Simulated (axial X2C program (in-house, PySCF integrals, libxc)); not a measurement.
# All-electron X2C curves of TlSi, part 1 of 2

Aim: find the lowest determinant of TlSi, scan the bond at several levels and fit the constants, once spin-free and once with spin–orbit coupling.

Program: an in-house X2C program for linear molecules on PySCF integrals. Level of theory: all-electron X2C, Tl dyall-cv3z, Si dyall-v3z. These are calculated values, not measurements.

**1. The job**

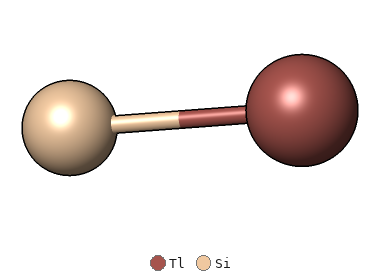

The two atoms at 2.600 Å (thallium brown, silicon light orange).

Input file task.json:

```json
{"zs": [81, 14], "q": 0, "bas": ["dyall-cv3z", "dyall-v3z"], "levels": ["PBE0", "HF", "B3LYP", "TPSS", "PBE"], "cc": true, "r0": 2.6, "thr": -2.0, "nmax": 140}
```

Keys: zs atomic numbers; q charge; bas basis sets; levels methods (HF also brings MP2); cc coupled cluster on or off; r0 starting distance in Å; thr threshold in hartree for freezing inner shells (an s shell follows its p shell); nmax most natural virtual spinors.

Run with:

```console
> python so2c.py task.json out
```

Spin-free means the one-electron spin-free X2C Hamiltonian; two-component (2c) means X2C with spin–orbit coupling and atomic mean-field two-electron Coulomb and Gaunt terms. Basis: Tl dyall-cv3z contracted to [12s14p10d7f1g], Si dyall-v3z contracted to [8s7p2d1f]; Gaussian nuclei, density fitting. Masses: Tl 204.974 u, Si 27.977 u.

Notation: σ, π±, δ± give the projection m of an orbital's angular momentum (0, ±1, ±2), α and β its spin, Λ and M_S the sums; ω is the projection of a spinor's total angular momentum and Ω the sum. Logs are in hartree.

The results follow Hamiltonian by Hamiltonian and level by level.

**2. State search with PBE0**

Determinants are compared with PBE0 at 2.600 Å.

Spin-free determinants:

```
ΔE (eV)             state                          open shells
   0.00  M_S = 3/2, Λ = 0   beyond closed shells: σα, π+α, π-α
   0.36  M_S = 1/2, Λ = 0   beyond closed shells: σβ, π+α, π-α
   0.85  M_S = 1/2, Λ = 2   beyond closed shells: σα, π+α, π+β
   0.85  M_S = 1/2, Λ = 0   beyond closed shells: σα, π+β, π-α
   1.09  M_S = 1/2, Λ = 1            beyond closed shells: π+α
   1.30  M_S = 1/2, Λ = 1  beyond closed shells: π+α, π+β, π-α
   2.49  M_S = 3/2, Λ = 1   beyond closed shells: 2 × π+α, π-α
```

Two-component determinants:

```
ΔE (eV)    state                                  open shells
   0.00  Ω = 3/2                excess of +ω over −ω: ω = 3/2
   0.39  Ω = 1/2  excess of +ω over −ω: 2 × ω = -1/2, ω = 3/2
   0.66  Ω = 1/2                excess of +ω over −ω: ω = 1/2
   0.90  Ω = 5/2   excess of +ω over −ω: 2 × ω = 1/2, ω = 3/2
   1.02  Ω = 1/2                excess of +ω over −ω: ω = 1/2
   2.74  Ω = 3/2            excess of +ω over −ω: 3 × ω = 1/2
   2.88  Ω = 5/2  excess of +ω over −ω: ω = -1/2, 2 × ω = 3/2
```

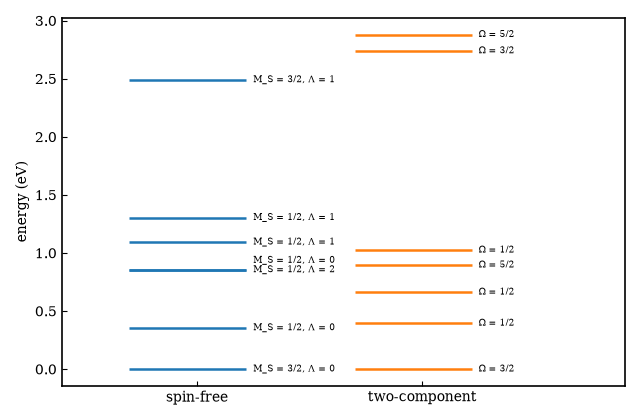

The determinants found, each set from its own lowest.

**3. PBE0, spin-free**

State followed: M_S = 3/2, Λ = 0 (beyond closed shells: σα, π+α, π-α). The scan is laid around 2.642 Å, a first estimate of the minimum, and this SCF restarts from the orbitals of the search.

The SCF at the reference distance of 2.642 Å:

```text
spin-free X2C-1e  PBE0
basis functions 208  fitting functions 1167  grid points 5080
iter        total energy     max residual
   1     -20538.714519064     3.76e+01
   2     -20539.445044549     1.49e+00
   3     -20539.461629323     1.91e-01
   4     -20539.464106608     4.23e-01
   5     -20539.465462661     6.11e-02
   6     -20539.465496585     2.25e-02
   7     -20539.465538605     1.35e-02
   8     -20539.465541457     3.62e-03
   9     -20539.465542206     1.27e-03
  10     -20539.465542251     7.71e-04
  11     -20539.465542275     1.91e-04
  12     -20539.465542276     9.29e-05
  13     -20539.465542276     2.68e-05
  14     -20539.465542276     2.23e-06
converged
one-electron -28578.21633105  Coulomb 8218.86630361  exact exchange -100.26120397  xc functional -306.98790556  nuclear repulsion 227.13359469
```

Along the bond, energies from the lowest point:

| R (Å) | E (eV) | μ (D) | HOMO (eV) | LUMO (eV) | iterations |
| --- | --- | --- | --- | --- | --- |
| 2.299 | 0.5164 | -1.40 | -5.39 | -2.72 | 41 |
| 2.404 | 0.2252 | -1.69 | -5.44 | -2.59 | 32 |
| 2.483 | 0.0973 | -1.93 | -5.46 | -2.50 | 25 |
| 2.563 | 0.0267 | -2.18 | -5.47 | -2.49 | 21 |
| 2.642 | 0.0000 | -2.45 | -5.39 | -2.48 | 14 |
| 2.735 | 0.0105 | -2.78 | -5.27 | -2.47 | 19 |
| 2.827 | 0.0539 | -3.11 | -5.16 | -2.45 | 16 |
| 2.946 | 0.1435 | -3.55 | -5.02 | -2.42 | 15 |
| 3.091 | 0.2852 | -4.07 | -4.88 | -2.39 | 14 |
| 3.303 | 0.5222 | -4.80 | -4.69 | -2.34 | 17 |
| 3.593 | 0.8571 | -5.70 | -4.50 | -2.34 | 18 |
| 3.963 | 1.2422 | -6.58 | -4.34 | -2.52 | 16 |

Dipoles are positive if Si is the positive end.

Outer orbitals at the reference distance:

```csv
symmetry,occupied,ε (eV),atomic character
σα,yes,-18.12,96% Tl d
δ+α,yes,-17.96,100% Tl d
δ-α,yes,-17.96,100% Tl d
π-α,yes,-17.93,100% Tl d
π+α,yes,-17.93,100% Tl d
σβ,yes,-17.91,98% Tl d
δ-β,yes,-17.91,100% Tl d
δ+β,yes,-17.91,100% Tl d
π+β,yes,-17.80,100% Tl d
π-β,yes,-17.80,100% Tl d
σα,yes,-13.45,"53% Si s, 31% Tl s, 7% Tl p"
σβ,yes,-11.70,"53% Tl s, 34% Si s, 5% Si p"
σα,yes,-10.32,"48% Tl s, 25% Si s, 15% Si p"
σβ,yes,-8.78,"44% Si s, 30% Tl s, 12% Tl p"
σα,yes,-5.47,"53% Si p, 36% Tl p, 8% Tl s"
π+α,yes,-5.39,"75% Si p, 20% Tl p, 4% Tl d"
π-α,yes,-5.39,"75% Si p, 20% Tl p, 4% Tl d"
σβ,no,-2.48,"50% Si p, 40% Tl p, 6% Tl s"
π-β,no,-2.35,"55% Tl p, 43% Si p"
π+β,no,-2.35,"55% Tl p, 43% Si p"
π+α,no,-1.60,"74% Tl p, 18% Si p, 5% Si d"
```

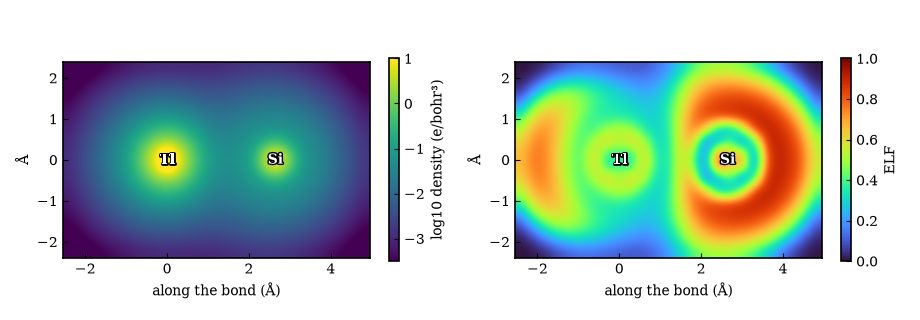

PBE0 fields in a plane through the axis, from a grid of 0.3 Å; Tl lies at z = 0 and Si at z = 2.642 Å; the ELF is damped to zero where the density is low.

Re = 2.663 Å, ωe = 233.2 cm⁻¹, ωexe = 0.769 cm⁻¹, Be = 0.09657 cm⁻¹, De = 2.25 eV, μ = -2.53 D.

**4. HF, spin-free**

Output at 2.642 Å:

```text
spin-free X2C-1e  HF
basis functions 208  fitting functions 1167  grid points 5080
iter        total energy     max residual
   1     -20533.261248620     6.02e-01
   2     -20533.299947220     1.71e-02
   3     -20533.301326095     2.82e-02
   4     -20533.301849986     5.10e-03
   5     -20533.301920971     1.14e-03
   6     -20533.301958448     2.30e-03
   7     -20533.301968361     9.12e-04
   8     -20533.301972487     1.93e-04
   9     -20533.301973379     2.63e-04
  10     -20533.301973738     9.01e-05
  11     -20533.301973897     4.49e-05
  12     -20533.301973934     3.97e-05
  13     -20533.301973939     9.38e-06
  14     -20533.301973940     2.14e-06
converged
one-electron -28578.92275239  Coulomb 8219.72406480  exact exchange -401.23688104  xc functional 0.00000000  nuclear repulsion 227.13359469
```

Re = 2.757 Å, ωe = 213.7 cm⁻¹, ωexe = 0.74 cm⁻¹, Be = 0.09006 cm⁻¹, De = 1.37 eV, μ = -3.61 D.

**5. B3LYP, spin-free**

The SCF at the reference distance of 2.642 Å:

```text
spin-free X2C-1e  B3LYP
basis functions 208  fitting functions 1167  grid points 5080
iter        total energy     max residual
   1     -20540.132192095     1.89e-01
   2     -20540.134037290     2.98e-03
   3     -20540.134040755     1.80e-02
   4     -20540.134143671     7.46e-04
   5     -20540.134143680     5.70e-04
   6     -20540.134144938     1.53e-04
   7     -20540.134144998     1.91e-04
   8     -20540.134145082     1.11e-05
   9     -20540.134145083     1.62e-05
converged
one-electron -28577.70985832  Coulomb 8218.33819436  exact exchange -80.20165621  xc functional -327.69441960  nuclear repulsion 227.13359469
```

Re = 2.699 Å, ωe = 220.4 cm⁻¹, ωexe = 0.766 cm⁻¹, Be = 0.09403 cm⁻¹, De = 2.02 eV, μ = -2.36 D.

**6. TPSS, spin-free**

The SCF at the reference distance of 2.642 Å:

```text
spin-free X2C-1e  TPSS
basis functions 208  fitting functions 1167  grid points 5080
iter        total energy     max residual
   1     -20539.097908113     2.15e-01
   2     -20539.099990791     1.25e-02
   3     -20539.100634711     5.18e-02
   4     -20539.100878715     3.91e-03
   5     -20539.100895286     1.92e-02
   6     -20539.100975398     2.52e-03
   7     -20539.100977161     1.90e-03
   8     -20539.100977490     4.08e-04
   9     -20539.100977521     9.35e-05
  10     -20539.100977525     5.53e-05
  11     -20539.100977525     5.25e-06
converged
one-electron -28575.98448520  Coulomb 8216.57196155  exact exchange 0.00000000  xc functional -406.82204857  nuclear repulsion 227.13359469
```

Re = 2.683 Å, ωe = 223.5 cm⁻¹, ωexe = 0.774 cm⁻¹, Be = 0.0951 cm⁻¹, De = 2.31 eV, μ = -2.53 D.

**7. PBE, spin-free**

The SCF at the reference distance of 2.642 Å:

```text
spin-free X2C-1e  PBE
basis functions 208  fitting functions 1167  grid points 5080
iter        total energy     max residual
   1     -20539.719095910     2.07e-01
   2     -20539.723732185     7.78e-03
   3     -20539.723750471     3.09e-02
   4     -20539.724225570     9.22e-04
   5     -20539.724229093     8.24e-04
   6     -20539.724229180     1.44e-04
   7     -20539.724229364     2.73e-04
   8     -20539.724229409     7.16e-05
   9     -20539.724229424     2.71e-05
  10     -20539.724229424     1.22e-05
converged
one-electron -28576.86963053  Coulomb 8217.46107445  exact exchange 0.00000000  xc functional -407.44926804  nuclear repulsion 227.13359469
```

Re = 2.687 Å, ωe = 222.9 cm⁻¹, ωexe = 0.81 cm⁻¹, Be = 0.09484 cm⁻¹, De = 2.37 eV, μ = -2.30 D.

**8. Correlated methods, spin-free**

Correlated methods: 17 electrons correlated (frozen shells, counted by type: Tl 5 s, 4 p, 2 d, 1 f; Si 2 s, 1 p), 245 virtual spinors in MP2, 139 natural virtuals in coupled cluster.

Output of the correlated part at 2.642 Å:

```text
correlated 17  virtual 245  natural virtual 139  E(MP2) -0.536511264  MP2 remainder -0.010912076
iter   CCSD correlation   residual
   1     -0.488059422   1.48e-01
   2     -0.502042073   4.86e-02
   3     -0.503297561   2.04e-02
   4     -0.503280464   8.57e-03
   5     -0.503433406   4.74e-03
   6     -0.503427253   1.90e-03
   7     -0.503419524   5.66e-04
   8     -0.503428081   2.01e-04
   9     -0.503424015   8.59e-05
  10     -0.503425422   3.18e-05
  11     -0.503424852   1.23e-05
  12     -0.503425047   4.98e-06
  13     -0.503425080   1.77e-06
  14     -0.503425084   7.55e-07
(T) -0.021172860  T1 0.0253  D1 0.0604  max T2 0.063
```

T1 in the output is the amplitude norm over the root of the electron number; divide by √2 for the Lee–Taylor value.

MP2: Re = 2.647 Å, ωe = 241.5 cm⁻¹, Be = 0.09774 cm⁻¹, De = 2.12 eV.

CCSD: Re = 2.686 Å, ωe = 230.5 cm⁻¹, ωexe = 0.687 cm⁻¹, Be = 0.09489 cm⁻¹, De = 1.96 eV. T1 at Re = 0.018 (Lee–Taylor, the printed value over √2).

CCSD(T): Re = 2.677 Å, ωe = 233.4 cm⁻¹, ωexe = 0.683 cm⁻¹, Be = 0.09557 cm⁻¹, De = 2.07 eV. T1 at Re = 0.018 (Lee–Taylor, the printed value over √2).

**9. A higher determinant, spin-free**

State: M_S = 1/2, Λ = 0 (beyond closed shells: σβ, π+α, π-α).

Output at the reference distance:

```text
spin-free X2C-1e  PBE0
basis functions 208  fitting functions 1167  grid points 5080
iter        total energy     max residual
   1     -20538.706651968     3.81e+01
   2     -20539.432632491     1.55e+00
   3     -20539.448986234     2.26e-01
   4     -20539.451081373     4.16e-01
   5     -20539.452307799     5.41e-02
   6     -20539.452337681     1.92e-02
   7     -20539.452369190     1.30e-02
   8     -20539.452371342     3.11e-03
   9     -20539.452372045     1.38e-03
  10     -20539.452372082     6.29e-04
  11     -20539.452372099     1.76e-04
  12     -20539.452372100     7.85e-05
  13     -20539.452372100     2.41e-05
  14     -20539.452372100     3.36e-06
converged
one-electron -28578.01053334  Coulomb 8218.66030667  exact exchange -100.25747811  xc functional -306.97826201  nuclear repulsion 227.13359469
```

| R (Å) | E above the lowest PBE0 point (eV) |
| --- | --- |
| 2.299 | 0.846 |
| 2.404 | 0.564 |
| 2.483 | 0.442 |
| 2.563 | 0.379 |
| 2.642 | 0.358 |
| 2.735 | 0.375 |
| 2.827 | 0.423 |
| 2.946 | 0.516 |
| 3.091 | 0.656 |

Re = 2.648 Å, ωe = 235.6 cm⁻¹, ωexe = 0.915 cm⁻¹, Be = 0.09763 cm⁻¹, μ = -2.44 D. ⟨S²⟩ = 1.77 against 0.75 for a pure state, so this determinant mixes spins. Te = 0.36 eV.

State: M_S = 1/2, Λ = 2 (beyond closed shells: σα, π+α, π+β).

Output at the reference distance:

```text
spin-free X2C-1e  PBE0
basis functions 208  fitting functions 1167  grid points 5080
iter        total energy     max residual
   1     -20538.682343252     3.78e+01
   2     -20539.413662526     1.52e+00
   3     -20539.430174805     1.97e-01
   4     -20539.432477899     4.45e-01
   5     -20539.433956202     6.18e-02
   6     -20539.433984568     4.83e-02
   7     -20539.434089075     1.43e-02
   8     -20539.434091519     3.70e-03
   9     -20539.434092549     1.63e-03
  10     -20539.434092610     8.21e-04
  11     -20539.434092639     2.34e-04
  12     -20539.434092642     1.07e-04
  13     -20539.434092643     3.75e-05
  14     -20539.434092643     1.09e-05
converged
one-electron -28578.14862148  Coulomb 8218.78525964  exact exchange -100.24766591  xc functional -306.95665959  nuclear repulsion 227.13359469
```

| R (Å) | E above the lowest PBE0 point (eV) |
| --- | --- |
| 2.299 | 1.360 |
| 2.404 | 1.073 |
| 2.483 | 0.948 |
| 2.563 | 0.880 |
| 2.642 | 0.856 |
| 2.735 | 0.868 |
| 2.827 | 0.913 |
| 2.946 | 1.004 |
| 3.091 | 1.145 |

Re = 2.658 Å, ωe = 233.4 cm⁻¹, ωexe = 0.805 cm⁻¹, Be = 0.09693 cm⁻¹, μ = -2.12 D. Te = 0.86 eV.

**10. The spin-free curves together**

Energy (eV) of the followed determinant, spin-free, from each level's lowest point:

| R (Å) | PBE0 | HF | MP2 | CCSD | CCSD(T) | B3LYP | TPSS | PBE |
| --- | --- | --- | --- | --- | --- | --- | --- | --- |
| 2.299 | 0.516 | 0.744 | 0.493 | n/a | n/a | 0.581 | 0.546 | 0.554 |
| 2.404 | 0.225 | 0.386 | 0.208 | 0.262 | 0.250 | 0.271 | 0.246 | 0.251 |
| 2.483 | 0.097 | 0.210 | 0.085 | 0.120 | 0.112 | 0.129 | 0.111 | 0.115 |
| 2.563 | 0.027 | 0.096 | 0.021 | 0.037 | 0.033 | 0.045 | 0.034 | 0.036 |
| 2.642 | 0.000 | 0.030 | 0.000 | 0.000 | 0.000 | 0.005 | 0.000 | 0.000 |
| 2.735 | 0.011 | 0.000 | 0.018 | 0.000 | 0.005 | 0.000 | 0.002 | 0.000 |
| 2.827 | 0.054 | 0.008 | 0.070 | 0.036 | 0.044 | 0.029 | 0.035 | 0.033 |
| 2.946 | 0.144 | 0.059 | 0.173 | 0.118 | 0.132 | 0.100 | 0.112 | 0.108 |
| 3.091 | 0.285 | 0.162 | 0.332 | n/a | n/a | 0.220 | 0.239 | 0.232 |
| 3.303 | 0.522 | 0.352 | 0.599 | n/a | n/a | 0.429 | 0.453 | 0.443 |
| 3.593 | 0.857 | 0.626 | 0.979 | n/a | n/a | 0.730 | 0.759 | 0.743 |
| 3.963 | 1.242 | 0.914 | 1.402 | n/a | n/a | 1.081 | 1.112 | 1.092 |

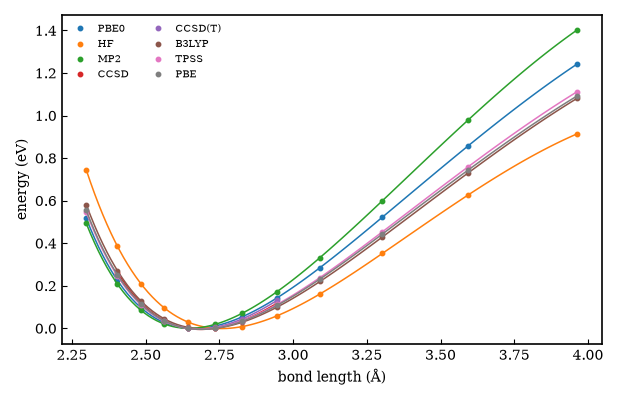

Curves of the followed state, spin-free, each from its own lowest point.

**11. PBE0, 2c**

State followed: Ω = 3/2 (excess of +ω over −ω: ω = 3/2). The scan is laid around 2.642 Å, a first estimate of the minimum, and this SCF restarts from the orbitals of the search.

The SCF at the reference distance of 2.642 Å:

```text
two-component X2C + atomic mean field  PBE0
basis functions 208  fitting functions 1167  grid points 5080
iter        total energy     max residual
   1     -20543.393019710     3.48e+01
   2     -20544.124358040     1.37e+00
   3     -20544.140795620     1.81e-01
   4     -20544.143137188     3.78e-01
   5     -20544.144409320     5.42e-02
   6     -20544.144438277     2.13e-02
   7     -20544.144483058     1.22e-02
   8     -20544.144485876     3.19e-03
   9     -20544.144486779     1.24e-03
  10     -20544.144486861     6.47e-04
  11     -20544.144486907     3.13e-04
  12     -20544.144486926     1.96e-04
  13     -20544.144486931     4.89e-05
  14     -20544.144486932     4.16e-05
  15     -20544.144486932     9.15e-06
converged
one-electron -28561.20139806  Coulomb 8216.56675318  exact exchange -100.24844594  xc functional -307.03181541  nuclear repulsion 227.13359469  atomic mean-field constant -19.36317539
```

Along the bond, energies from the lowest point:

| R (Å) | E (eV) | μ (D) | HOMO (eV) | LUMO (eV) | iterations |
| --- | --- | --- | --- | --- | --- |
| 2.299 | 0.4246 | -1.25 | -5.52 | -2.85 | 44 |
| 2.404 | 0.1745 | -1.48 | -5.54 | -2.74 | 34 |
| 2.483 | 0.0683 | -1.68 | -5.55 | -2.67 | 26 |
| 2.563 | 0.0141 | -1.90 | -5.47 | -2.66 | 22 |
| 2.642 | 0.0000 | -2.14 | -5.38 | -2.66 | 15 |
| 2.735 | 0.0215 | -2.43 | -5.28 | -2.66 | 21 |
| 2.827 | 0.0727 | -2.72 | -5.19 | -2.66 | 18 |
| 2.946 | 0.1688 | -3.10 | -5.08 | -2.67 | 17 |
| 3.091 | 0.3141 | -3.56 | -4.95 | -2.69 | 16 |
| 3.303 | 0.5499 | -4.17 | -4.80 | -2.75 | 19 |
| 3.593 | 0.8736 | -4.91 | -4.61 | -2.85 | 21 |
| 3.963 | 1.2231 | -5.48 | -4.54 | -2.88 | 22 |

Dipoles are positive if Si is the positive end.

Outer spinors at the reference distance:

```csv
ω,occupied,ε (eV),atomic character,λ mixture
1/2,yes,-19.12,99% Tl d,"53% π, 47% σ"
-3/2,yes,-19.10,100% Tl d,"82% δ, 18% π"
-1/2,yes,-19.10,99% Tl d,"60% π, 40% σ"
3/2,yes,-19.09,100% Tl d,"79% δ, 21% π"
1/2,yes,-17.02,97% Tl d,"53% σ, 47% π"
5/2,yes,-16.95,100% Tl d,100% δ
-1/2,yes,-16.94,98% Tl d,"60% σ, 40% π"
3/2,yes,-16.93,100% Tl d,"79% π, 21% δ"
-5/2,yes,-16.90,100% Tl d,100% δ
-3/2,yes,-16.84,100% Tl d,"82% π, 18% δ"
1/2,yes,-13.43,"55% Si s, 28% Tl s, 7% Tl p",100% σ
-1/2,yes,-11.71,"50% Tl s, 37% Si s, 5% Si p",100% σ
1/2,yes,-10.26,"50% Tl s, 23% Si s, 16% Si p",100% σ
-1/2,yes,-8.82,"42% Si s, 32% Tl s, 11% Tl p",100% σ
1/2,yes,-5.54,"50% Si p, 39% Tl p, 8% Tl s","95% σ, 5% π"
-1/2,yes,-5.50,"70% Si p, 26% Tl p, 3% Tl d","98% π, 2% σ"
3/2,yes,-5.38,"80% Si p, 15% Tl p, 4% Tl d",100% π
-1/2,no,-2.66,"49% Si p, 41% Tl p, 5% Tl s","84% σ, 16% π"
1/2,no,-2.54,"57% Tl p, 40% Si p","95% π, 5% σ"
-3/2,no,-2.22,"53% Si p, 44% Tl p",100% π
-1/2,no,-1.72,"66% Tl p, 25% Si p, 4% Si d","85% π, 15% σ"
```

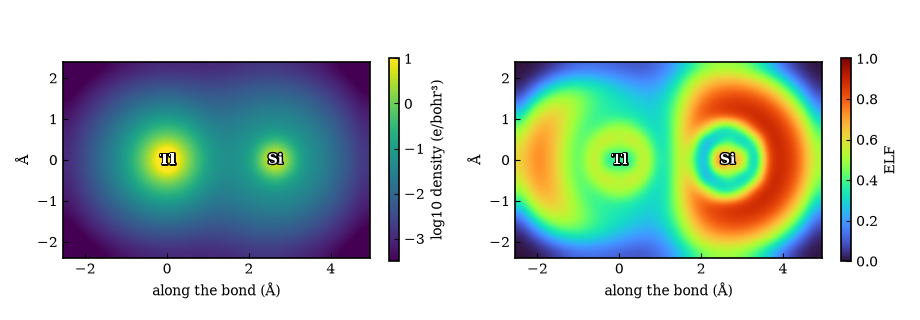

PBE0 fields in a plane through the axis, from a grid of 0.3 Å; Tl lies at z = 0 and Si at z = 2.642 Å; the ELF is damped to zero where the density is low.

Re = 2.636 Å, ωe = 233.3 cm⁻¹, ωexe = 0.809 cm⁻¹, Be = 0.09858 cm⁻¹, De = 1.79 eV, μ = -2.12 D.

**12. HF, 2c**

The SCF at the reference distance of 2.642 Å:

```text
two-component X2C + atomic mean field  HF
basis functions 208  fitting functions 1167  grid points 5080
iter        total energy     max residual
   1     -20537.858009344     1.01e+00
   2     -20537.897191319     1.69e-02
   3     -20537.898738161     4.83e-02
   4     -20537.899360166     1.11e-02
   5     -20537.899514488     3.86e-03
   6     -20537.899628071     7.54e-03
   7     -20537.899658807     3.33e-03
   8     -20537.899680611     1.26e-03
   9     -20537.899694640     2.96e-03
  10     -20537.899714735     3.02e-03
  11     -20537.899732445     1.39e-03
  12     -20537.899743234     2.62e-04
  13     -20537.899748682     8.65e-04
  14     -20537.899751849     6.55e-04
  15     -20537.899753532     1.76e-04
  16     -20537.899754097     9.20e-05
  17     -20537.899754210     8.11e-05
  18     -20537.899754236     2.47e-05
  19     -20537.899754244     1.02e-05
  20     -20537.899754245     1.01e-05
  21     -20537.899754246     3.08e-06
  22     -20537.899754246     1.40e-06
converged
one-electron -28561.75848746  Coulomb 8217.27580982  exact exchange -401.18749591  xc functional 0.00000000  nuclear repulsion 227.13359469  atomic mean-field constant -19.36317539
```

No constants are quoted: the solution changes its character somewhere along the scan, so the fit is set aside.

**13. B3LYP, 2c**

The SCF at the reference distance of 2.642 Å:

```text
two-component X2C + atomic mean field  B3LYP
basis functions 208  fitting functions 1167  grid points 5080
iter        total energy     max residual
   1     -20544.825207801     1.87e-01
   2     -20544.827143826     2.89e-03
   3     -20544.827191568     2.02e-02
   4     -20544.827311625     3.12e-03
   5     -20544.827327250     1.15e-03
   6     -20544.827333339     2.27e-03
   7     -20544.827335797     2.18e-04
   8     -20544.827336486     1.61e-04
   9     -20544.827336552     6.99e-05
  10     -20544.827336584     2.55e-05
  11     -20544.827336589     8.39e-06
converged
one-electron -28560.77471526  Coulomb 8216.11755831  exact exchange -80.19111134  xc functional -327.74948761  nuclear repulsion 227.13359469  atomic mean-field constant -19.36317539
```

Re = 2.669 Å, ωe = 217.7 cm⁻¹, ωexe = 0.817 cm⁻¹, Be = 0.09612 cm⁻¹, De = 1.52 eV, μ = -1.87 D.

**14. TPSS, 2c**

Output at 2.642 Å:

```text
two-component X2C + atomic mean field  TPSS
basis functions 208  fitting functions 1167  grid points 5080
iter        total energy     max residual
   1     -20543.764902802     2.30e-01
   2     -20543.767001597     1.24e-02
   3     -20543.767611266     5.81e-02
   4     -20543.767878426     3.42e-03
   5     -20543.767930837     2.32e-02
   6     -20543.768022062     3.46e-03
   7     -20543.768022212     8.95e-04
   8     -20543.768024870     6.37e-04
   9     -20543.768024914     1.41e-04
  10     -20543.768024934     6.45e-05
  11     -20543.768024934     2.18e-05
  12     -20543.768024935     9.62e-06
converged
one-electron -28558.94340987  Coulomb 8214.24680542  exact exchange 0.00000000  xc functional -406.84183979  nuclear repulsion 227.13359469  atomic mean-field constant -19.36317539
```

Re = 2.659 Å, ωe = 222.7 cm⁻¹, ωexe = 0.837 cm⁻¹, Be = 0.09687 cm⁻¹, De = 1.93 eV, μ = -2.17 D.

**15. PBE, 2c**

Output at 2.642 Å:

```text
two-component X2C + atomic mean field  PBE
basis functions 208  fitting functions 1167  grid points 5080
iter        total energy     max residual
   1     -20544.426342562     3.36e-01
   2     -20544.431023340     7.78e-03
   3     -20544.431028951     4.86e-02
   4     -20544.431507177     1.06e-03
   5     -20544.431514043     1.52e-03
   6     -20544.431514468     2.06e-04
   7     -20544.431515125     6.55e-04
   8     -20544.431515229     6.36e-05
   9     -20544.431515260     9.11e-05
  10     -20544.431515263     1.06e-05
converged
one-electron -28559.86439109  Coulomb 8215.17218238  exact exchange 0.00000000  xc functional -407.50972586  nuclear repulsion 227.13359469  atomic mean-field constant -19.36317539
```

Re = 2.661 Å, ωe = 221.5 cm⁻¹, ωexe = 0.861 cm⁻¹, Be = 0.09668 cm⁻¹, De = 1.95 eV, μ = -1.93 D.

(Continued in part 2 of 2.)
